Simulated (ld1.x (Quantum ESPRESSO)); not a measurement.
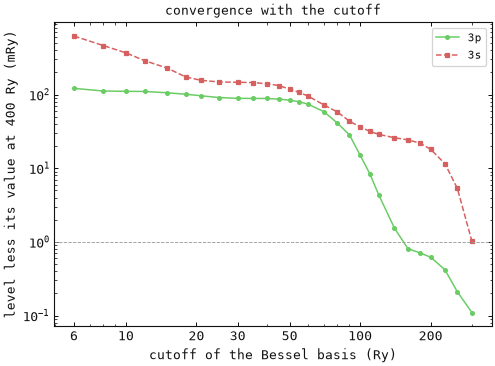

The pseudo-atom Hamiltonian at the reference potential is diagonalised in spherical Bessel functions (20 bohr box) up to the cutoff. Curves: distance of each valence level from its value at 400 Ry.

```yaml
element: sulfur
generator: ld1.x (Quantum ESPRESSO) 7.5
type: norm-conserving Troullier–Martins (semilocal form)
functional: PBE
relativity: scalar-relativistic
frozen_core: [Ne]
valence_charge: 6
reference_configuration: 3s2 3p4
partial_waves: 3p (bound): rc 1.00 bohr; 3s (bound): rc 0.86 bohr
local_potential: the s channel
core_correction: a·sin(br)/r model core inside 0.90 bohr
```

**Which occupied shell is the hardest?**

3s: its level needs over 300 Ry to come within 1 mRy, against 160 Ry for 3p.

**What cutoffs are needed for 10 mRy and 1 mRy in the sum of levels?**

300 Ry and over 300 Ry, on the ladder of cutoffs that was run.

**At which cutoff does each level come within 1 mRy for good?**

3p: 160 Ry; 3s: over 300 Ry.
